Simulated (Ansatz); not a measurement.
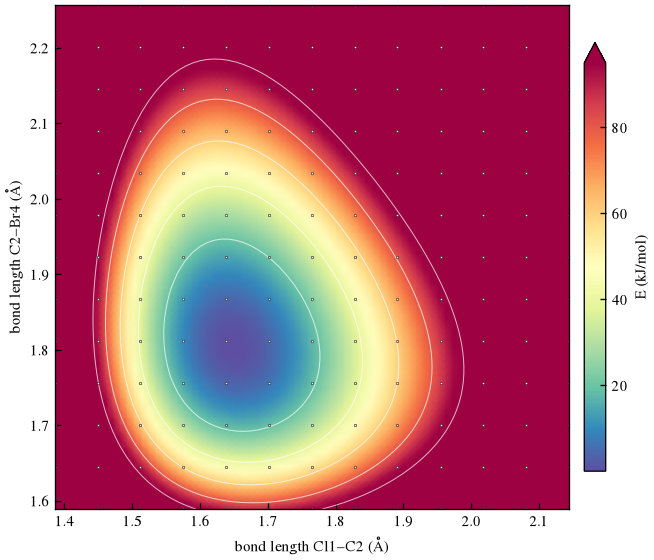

CBrCl₂, SMILES Cl[C+](Cl)Br, charge +1. 
- The first coordinate is: bond length Cl1–C2; the second: bond length C2–Br4.
- Nothing is relaxed (all other coordinates rigid).
- The scan uses a 13 × 13 grid.
- Points are written as (first, second).
- All energies are given in kJ/mol relative to the relaxed molecule at the same level.
- All numbers below come from RKS PBE0-D4/def2-SVP in Ansatz 0.2.0.

Drawn: a smooth colour map with a few white contour lines, dots at the grid points, one colour for all values above the top of the scale. Between grid points the surface is interpolated.

Question: Where is the minimum, and how stiff is the well along each coordinate?

Answer: The interpolated minimum is at bond length Cl1–C2 ≈ 1.649 Å, bond length C2–Br4 ≈ 1.805 Å. The curvatures there are about 32 eV/Å² and 27 eV/Å², with a cross term of about 3.5 eV/Å². Round the minimum the two coordinates are weakly coupled (coupling 0.12 in units of the two stiffnesses). (1 eV is 96.5 kJ/mol.)
